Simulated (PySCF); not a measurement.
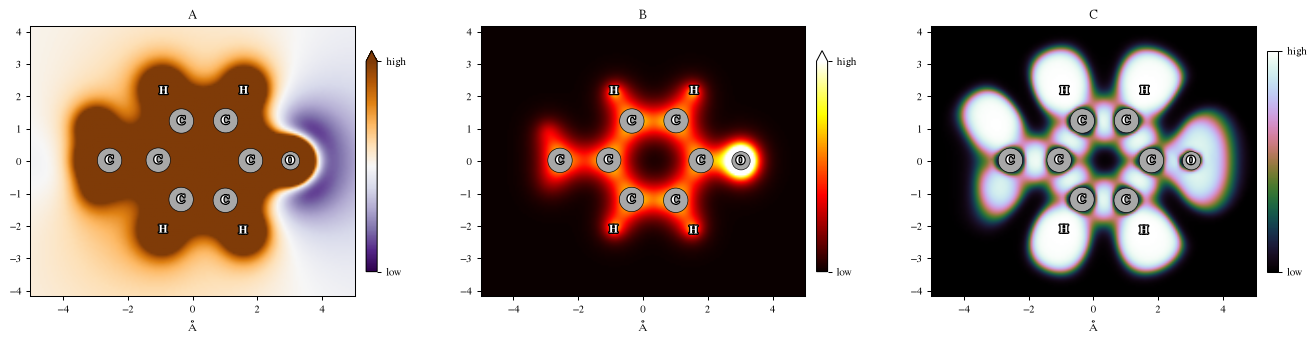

C$_{7}$H$_{7}$O$_{2}$ (SMILES [O]c1ccc(CO)cc1) (doublet): 3 fields on the plane of atoms C2, C3 and C4, with unlabelled colour scales. Grey discs cover the atomic cores.

Geometry: GFN2-xTB.

Level of theory: UKS B3LYP, pcH-1 on C H O, non-relativistic, mean-field spin-orbit, GIAO (PySCF 2.14.0, density-fitted response routines).

> Match the panels to the quantities (electron density, electron localisation function and electrostatic potential).

Panel A: electrostatic potential (strongly positive close to the atoms, with negative regions outside electron-rich atoms). Panel B: electron density. Panel C: electron localisation function. From the grid: C–O (1.24 Å): ρ is about 3.1 e/Å³ halfway; the ELF peaks at about 0.90 between the atoms; a short, strongly polar bond. C–C (1.36 Å): the density is about 2.2 e/Å³ at the midpoint; the ELF peaks at about 0.95 between the atoms: a covalent bond.
